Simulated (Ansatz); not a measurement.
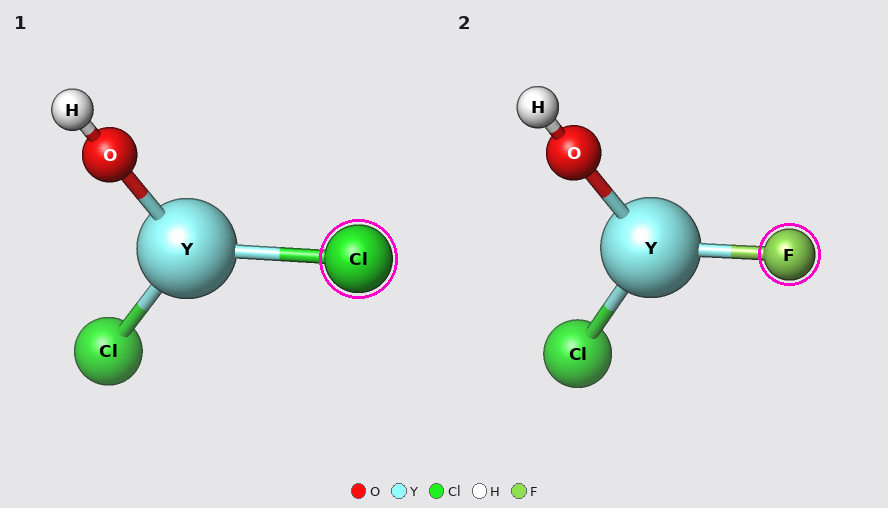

2 molecules with one skeleton, seen from the same side and at one scale; the atom that differs is circled. Charge 0, singlet. Computed geometries: PBE0-D4/def2-TZVP optimisations, one conformation each. Properties computed with Ansatz 0.2.0. Elements past Kr carry core potentials.

One atom differs, called X below: Cl in panel 1, F in panel 2. Their formulas are Cl2HOY (`[OH][Y]([Cl])[Cl]`), ClFHOY (`[OH][Y]([F])[Cl]`).

### In which is the length of X–Y larger (PBE0-D4/def2-TZVP)?

In panel 1 (X = Cl).

### In which is the dipole moment larger (r2SCAN-D4/def2-TZVPP)?

In panel 1 (X = Cl).

Give the values. With PBE0-D4/def2-TZVP: length of X–Y (Å), angle X–Y–Cl (°). With r2SCAN-D4/def2-TZVPP: dipole moment (D), HOMO energy (Kohn–Sham orbital) (eV), HOMO–LUMO gap (eV).

| quantity | 1 (Cl) | 2 (F) | 2 − 1 |
| --- | --- | --- | --- |
| length of X–Y (Å) | 2.463 | 1.992 | −0.471 |
| angle X–Y–Cl (°) | 122.2 | 120.6 | −1.6 |
| dipole moment (D) | 3.11 | 2.90 | −0.21 |
| HOMO energy (Kohn–Sham orbital) (eV) | −7.66 | −7.56 | +0.10 |
| HOMO–LUMO gap (eV) | 4.95 | 5.08 | +0.13 |
